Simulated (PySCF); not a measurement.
**BH$_{4}$Si (SMILES [BH][SiH3]) (doublet): density, localisation and related maps**

The calculation's input:

```
{"job": {"kind": "epr", "basis": "pcH-1"}, "charge": 0, "multiplicity": 2}
B      1.350081    -0.408084     0.059719
Si    -0.503804     0.034647    -0.020534
H      2.451281    -0.056689    -0.009030
H     -1.104041    -0.078056     1.322801
H     -0.917681     1.382059    -0.480540
H     -1.272714    -0.871888    -0.893991
```

Command:

```sh
OMP_NUM_THREADS=1 python probes_run.py task.json out
```

Geometry: GFN2-xTB.

Theory: UKS B3LYP, pcH-1 on B H Si, non-relativistic, mean-field spin-orbit, GIAO in PySCF 2.14.0, density-fitted response routines.

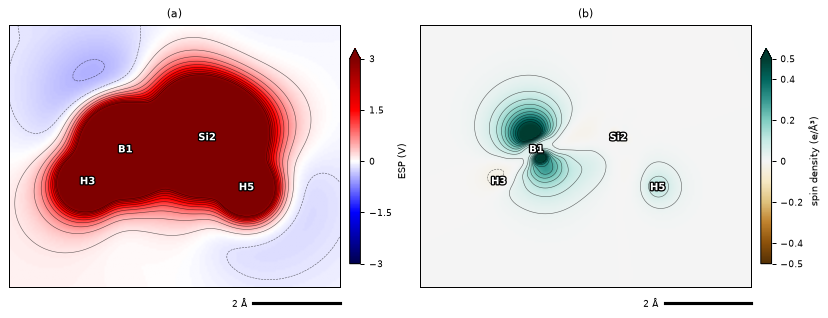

Figure 1. (a) molecular electrostatic potential; (b) spin density on the plane of atoms B1, Si2 and H5.

**Read the bonding off the picture.**

Atoms in the plane: B, Si and H.
The unpaired spin (1 electron) lies mostly on B1 (about 0.8) and Si2 (about 0.1), in electrons by Hirshfeld's partition.
Outside the dense part of the molecule the potential is most negative (−0.5 V) near H3.

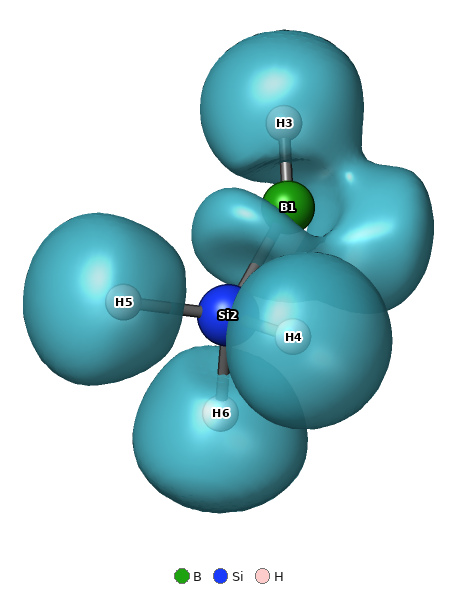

Figure 2. Isosurface of the electron localisation function at 0.8 (cyan), seen at an oblique angle. Only the valence region is drawn (cores and ρ < 0.01 e/Å³ removed).

**Describe the localisation domains.**

The ELF exceeds this value in three regions around hydrogen nuclei and one joined region spread over several atoms (B, H), in which their bonds and any lone pairs are merged. Along the contacts the grid gives the following. Si–B (1.91 Å): the ELF peaks at about 1 between the atoms: a covalent bond. B–H (1.16 Å): the ELF climbs to about 1 towards the hydrogen, as it does in any bond to H: an ordinary covalent bond to hydrogen.

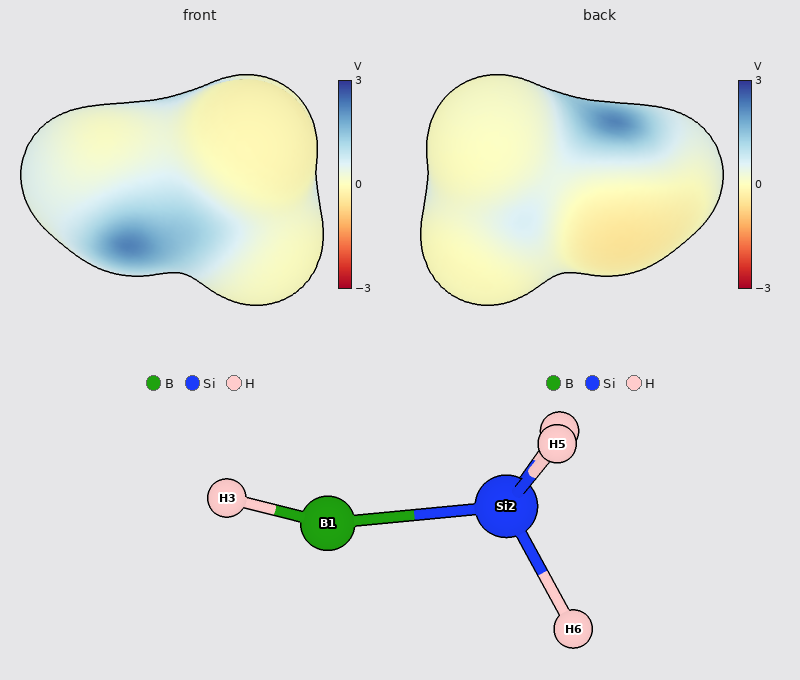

Figure 3. The molecular electrostatic potential painted on the density surface at 0.002 e/bohr³, seen from the front and from behind; the colour scale runs from red (negative) to blue (positive). The bare structure is drawn below in the same view.

**Which sites attract a positive test charge, and which a negative one?**

A positive charge is drawn to the negative regions and a negative charge to the positive ones. The most negative region (about −0.5 V, or −12 kcal/mol for a unit charge) lies over H3, the most positive (about +2.1 V, or +48 kcal/mol for a unit charge) over B1.
